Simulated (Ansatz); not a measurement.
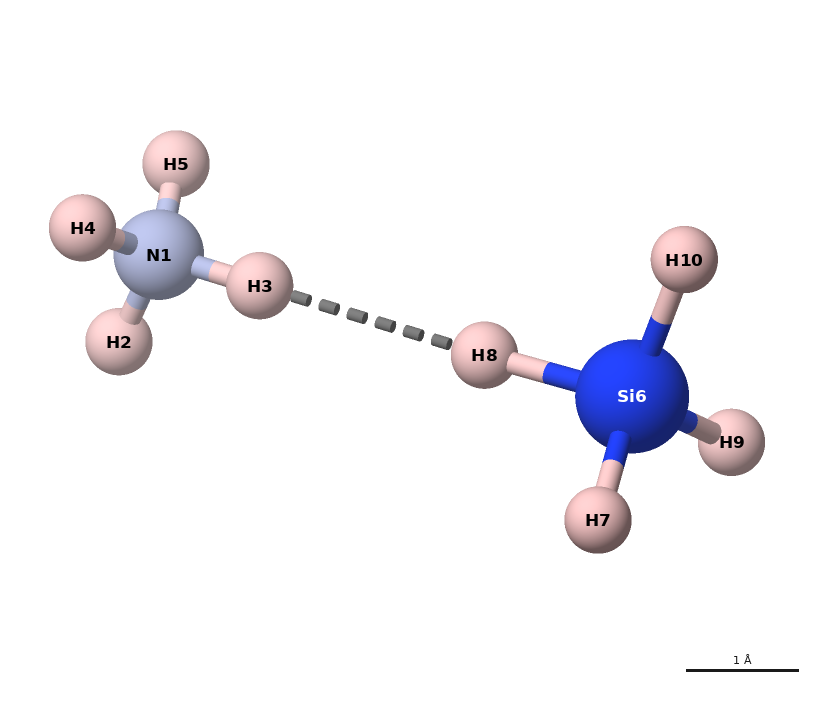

Two molecules or ions; the broken line marks their closest contact (measured against van der Waals radii). The species has charge +1 and is a spin singlet. Geometry: a pair of rigid molecules at a changed separation. Program: Ansatz 0.2.0.

> Which two species are they?

NH4 and SiH4 (`[NH4+].[SiH4]`).

> How long is the contact?

H3···H8 is 2.33 Å.

Give the counterpoise-corrected interaction energy (kcal/mol, monomers kept as in the pair) with RHF-CCSD(T) (frozen core)/def2-TZVPPD; r2SCAN-D4/def2-TZVPPD.

```
                                level  interaction energy (kcal/mol)
RHF-CCSD(T) (frozen core)/def2-TZVPPD                           −4.7
                r2SCAN-D4/def2-TZVPPD                           −4.7
```
